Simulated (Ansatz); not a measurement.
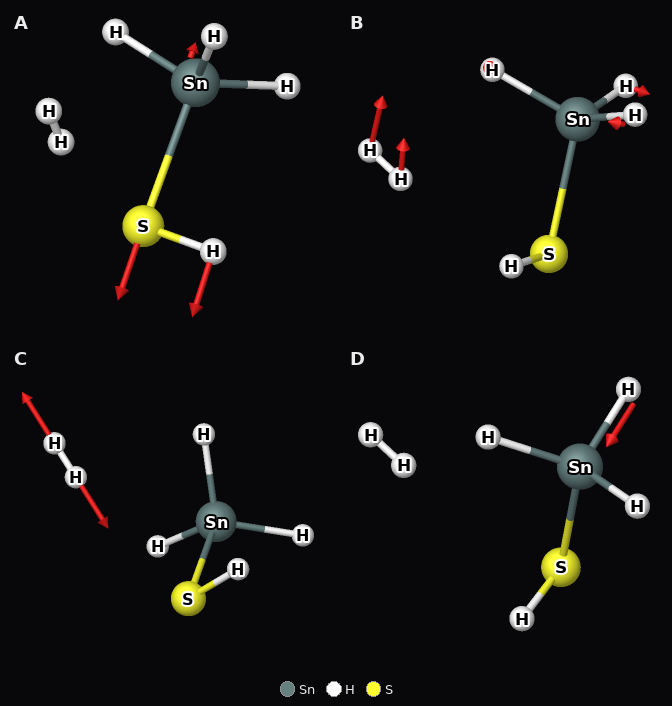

4 normal modes of one molecule or complex, as arrows. Harmonic vibrations computed with RKS PBE0-D4/def2-TZVP, core potentials on Sn (Ansatz 0.2.0) at a stationary point of the same level.

Match the panels to the wavenumbers 65 cm⁻¹, 355 cm⁻¹, 1974 cm⁻¹, 4382 cm⁻¹.

A: 355 cm⁻¹, Sn–S stretching
B: 65 cm⁻¹
C: 4382 cm⁻¹, H–H stretching
D: 1974 cm⁻¹, Sn–H stretching
